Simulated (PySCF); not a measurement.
# C₄H₅FO: NMR shifts and spin-spin couplings in gas and solvents, part 3 of 3

PySCF 2.14.0. Atoms count from 0. The steps go on from the part before.

## 11. Indirect couplings: B97-2/pcJ-2

Job settings and geometry (Å):

```
{"job": {"kind": "j", "xc": "B97-2", "basis": "pcJ-2", "full": false}, "charge": 0, "multiplicity": 1}
O      1.905760    -0.070927    -1.058633
C      1.439816     0.502746    -0.134031
F      2.180306     1.392711     0.557660
C      0.086980     0.389335     0.419852
C     -0.565973    -0.972441     0.343564
C     -1.025831     0.100893    -0.561878
H     -0.126440     1.014339     1.275042
H     -1.186249    -1.249478     1.185577
H      0.036631    -1.765671    -0.078812
H     -1.974325     0.583588    -0.367500
H     -0.731283     0.041787    -1.601523
```

Level: B97-2/pcJ-2 indirect spin-spin coupling, non-relativistic, gas phase.

What it wrote:

```text
coarse grid: 9616 points
cycle   1  E = -330.3762717759  dE =  1.040e+00  |g| = 9.339e-01  |ddm| = 2.189e+00
cycle   2  E = -329.9220412040  dE =  4.542e-01  |g| = 1.837e+00  |ddm| = 1.290e+00
cycle   3  E = -330.5178228606  dE = -5.958e-01  |g| = 2.745e-01  |ddm| = 9.741e-01
cycle   4  E = -330.5302507358  dE = -1.243e-02  |g| = 8.948e-02  |ddm| = 1.730e-01
cycle   5  E = -330.5312929140  dE = -1.042e-03  |g| = 2.324e-02  |ddm| = 3.981e-02
cycle   6  E = -330.5314046376  dE = -1.117e-04  |g| = 6.782e-03  |ddm| = 1.661e-02
cycle   7  E = -330.5314132464  dE = -8.609e-06  |g| = 1.527e-03  |ddm| = 3.885e-03
final grid: 94504 points
cycle   8  E = -330.5223996712  dE = -2.103e-04  |g| = 9.450e-03  |ddm| = 5.986e-02
cycle   9  E = -330.5223667030  dE =  3.297e-05  |g| = 1.652e-02  |ddm| = 1.065e-02
cycle  10  E = -330.5224121197  dE = -4.542e-05  |g| = 2.157e-03  |ddm| = 8.023e-03
cycle  11  E = -330.5224128382  dE = -7.185e-07  |g| = 8.627e-04  |ddm| = 1.274e-03
cycle  12  E = -330.5224129688  dE = -1.306e-07  |g| = 1.568e-04  |ddm| = 3.923e-04
cycle  13  E = -330.5224129734  dE = -4.669e-09  |g| = 3.359e-05  |ddm| = 9.787e-05
cycle  14  E = -330.5224129737  dE = -2.286e-10  |g| = 8.552e-06  |ddm| = 2.620e-05
converged SCF energy = -330.5224129737

Indirect spin-spin couplings (Hz)
  i      j    bonds     total        FC       PSO       DSO        SD
  0 O    1 C    1     24.963    13.535    11.532    -0.105         -
  0 O    2 F    2     56.571    -7.076    66.460     0.253    -3.065
  0 O    3 C    2     -0.816    -2.321     1.468     0.037         -
  0 O    4 C    3     -0.848    -0.747    -0.109     0.008         -
  0 O    5 C    3     -0.856    -0.758    -0.106     0.008         -
  0 O    6 H    3     -1.236    -1.634     0.033     0.364         -
  0 O    7 H    4     -0.278    -0.209    -0.287     0.218         -
  0 O    9 H    4     -0.279    -0.212    -0.285     0.217         -
  1 C    2 F    1   -403.244  -362.230   -43.817     1.006     1.796
  1 C    3 C    1     81.903    84.147    -2.625     0.381         -
  1 C    4 C    2     -1.627    -1.445    -0.230     0.048         -
  1 C    5 C    2     -1.576    -1.396    -0.228     0.048         -
  1 C    6 H    2     -2.624    -2.302    -0.373     0.051         -
  1 C    7 H    3      3.295     3.279     0.296    -0.280         -
  1 C    8 H    3      6.028     6.204    -0.433     0.257         -
  1 C    9 H    3      3.270     3.254     0.296    -0.280         -
  1 C   10 H    3      6.049     6.231    -0.442     0.260         -
  2 F    3 C    2     84.497    92.570    -8.055     0.020    -0.037
  2 F    4 C    3     -2.253    -1.702    -0.458    -0.307     0.215
  2 F    5 C    3     -2.196    -1.680    -0.446    -0.309     0.239
  2 F    6 H    3     -5.104    -1.844    -2.475     0.375    -1.160
  2 F    7 H    4     -0.447    -0.367     1.261    -1.152    -0.189
  2 F    8 H    4     -0.167     0.514     0.484    -1.126    -0.039
  2 F    9 H    4     -0.463    -0.392     1.273    -1.158    -0.186
  2 F   10 H    4     -0.231     0.467     0.475    -1.135    -0.038
  3 C    4 C    1      8.974     9.418    -0.667     0.223         -
  3 C    5 C    1      9.127     9.579    -0.675     0.223         -
  3 C    6 H    1    161.581   160.087     0.354     1.141         -
  3 C    7 H    2     -1.369    -1.503     0.337    -0.203         -
  3 C    8 H    2     -2.397    -2.590     0.382    -0.188         -
  3 C    9 H    2     -1.374    -1.506     0.340    -0.207         -
  3 C   10 H    2     -2.434    -2.628     0.376    -0.183         -
  4 C    5 C    1     14.542    16.201    -1.840     0.181         -
  4 C    6 H    2     -0.712    -0.861     0.438    -0.289         -
  4 C    7 H    1    155.486   154.065     0.625     0.796         -
  4 C    8 H    1    158.795   157.512     0.430     0.853         -
  4 C    9 H    2     -1.496    -1.428     0.313    -0.381         -
  4 C   10 H    2     -1.381    -1.316     0.259    -0.324         -
  5 C    6 H    2     -0.680    -0.828     0.441    -0.292         -
  5 C    7 H    2     -1.520    -1.452     0.311    -0.379         -
  5 C    8 H    2     -1.358    -1.293     0.262    -0.327         -
  5 C    9 H    1    155.932   154.516     0.620     0.796         -
  5 C   10 H    1    158.295   157.006     0.435     0.854         -
  6 H    7 H    3      8.162     8.146     0.155    -0.139         -
  6 H    8 H    3      4.405     4.339     2.716    -2.650         -
  6 H    9 H    3      8.097     8.083     0.180    -0.165         -
  6 H   10 H    3      4.476     4.410     2.722    -2.656         -
  7 H    8 H    2     -4.392    -4.683     3.378    -3.087         -
  7 H    9 H    3      9.212     9.240     0.486    -0.514         -
  7 H   10 H    3      7.340     7.321     2.883    -2.864         -
  8 H    9 H    3      7.212     7.193     2.875    -2.857         -
  8 H   10 H    3     10.043    10.056     0.150    -0.164         -
  9 H   10 H    2     -4.417    -4.707     3.375    -3.085         -
```

Wall time 96 s (2 threads of Intel Xeon at 2.70GHz, shared host); peak memory 1.8 GiB.

This run: J(C1,F2) -403.2 Hz, J(C3,H6) 161.6 Hz, J(C4,H8) 158.5 Hz (means over like pairs).

## 12. Run by run: NMR shifts

Shifts (ppm) of some atoms, chosen among heavy atoms and hydrogens apart, means over like atoms, with basis size and wall time:

```
                           run     C1    C4    C3    H6    H7     O0    F2  functions  time
                 PBE0/pcSseg-2  179.5  14.2  12.9  1.51  0.97  395.1  53.8        286  47 s
                  KT3/pcSseg-2  168.5  14.0  11.5  1.51  0.99  360.5  32.9        286  48 s
              wB97X-D/pcSseg-2  180.7  14.2  13.5  1.48  0.98  396.9  58.9        286  51 s
                B97-2/pcSseg-2  176.4  14.3  12.8  1.49  0.98  384.0  51.0        286  43 s
   WP04/pcSseg-2 in chloroform  184.1  18.7  17.8  1.81  1.34  377.4  47.4        286  47 s
wB97X-D/pcSseg-2 in chloroform  184.4  15.9  15.0  1.71  1.23  384.2  57.0        286  52 s
                      measured      –     –     –  1.66     –      –     –          –     –
```

Measured: solution, not stated per compound (mostly CDCl3 or CCl4); Pretsch, Buehlmann, Badertscher, Structure Determination of Organic Compounds, 4th ed. (2009).

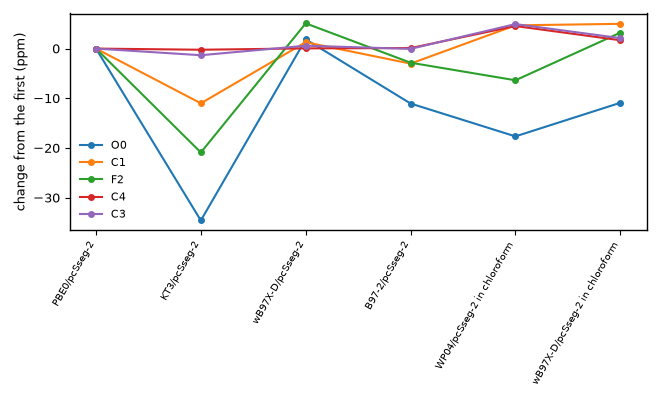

How five of the tabulated atoms move from run to run.

## 13. Comparing the runs: spin-spin couplings

Couplings (Hz), each a mean over the pairs like the one named, with basis size and wall time:

```
        run   C1–F2  C3–H6  C4–H8  C4–H7  F2–C3  C1–C3  O0–F2  functions  time
B3LYP/pcJ-2  -415.7  178.8  175.2  171.8   88.7   86.4   55.4        426  89 s
 PBE0/pcJ-2  -404.8  168.7  164.8  162.0   86.7   83.1   54.5        426  97 s
B97-2/pcJ-2  -403.2  161.6  158.5  155.7   84.5   81.9   56.6        426  96 s
```

## 14. What came out

The summary covers parts 1 to 3.

| quantity | value |
| --- | --- |
| point group | Cs |
| rotational constants (main isotopes) | 7.62, 2.70, 2.35 GHz |
| 13C shifts against TMS (PBE0/pcSseg-2, means over atoms taken as alike) | 179.5, 14.2, 12.9 ppm |
| 1H shifts against TMS (PBE0/pcSseg-2, means over atoms taken as alike) | 1.51, 1.16, 0.97 ppm |
| 17O shifts against H2O (PBE0/pcSseg-2) | 395.1 ppm |
| 19F shifts against CFCl3 (PBE0/pcSseg-2) | 53.8 ppm |
| measured, and computed on the same scale | H6 δ 1.66, 1.51 ppm |
| largest coupling of the table (B3LYP/pcJ-2) | 1J(C,F) C1–F2, -415.7 Hz |
| range of the shift of O0 (wB97X-D/pcSseg-2 runs) | 384.2 to 396.9 ppm |
| range of J(C1,F2), mean over like pairs | -415.7 to -403.2 Hz |

Relaxing lowered the energy by 0.101 eV in 10 steps; the close pair that moved most is C1–C3, from 1.425 to 1.466 Å. No frequency check was run at this level, so the end point may be a saddle. At PBE0/pcSseg-2: The widest tensor belongs to O0: span 614 ppm, with a paramagnetic part of -461 ppm. The one measured 1H shift is missed by -0.15 ppm (computed less measured, unscaled). Vibration, temperature and solvent are missing from the calculation, and it holds one conformer, so part of the miss against the measured shifts is not the functional's. In the run at B3LYP/pcJ-2, the largest coupling of the table is C1–F2, -415.7 Hz, of which the Fermi-contact term gives -373.2 Hz. Couplings across rotatable bonds belong to this one conformer; where others are populated, the observed values are averages. The 3 measured couplings differ from the computed sizes by 0.6 Hz on average; vibrational averaging and surroundings are not included. At one level, wB97X-D/pcSseg-2: Across the 2 runs the shift of O0 moves most, between 384.2 (wB97X-D/pcSseg-2 in chloroform) and 396.9 ppm (wB97X-D/pcSseg-2). The coupling C1–F2, as a mean over pairs of its kind, runs from -415.7 Hz (B3LYP/pcJ-2) to -403.2 Hz (B97-2/pcJ-2).
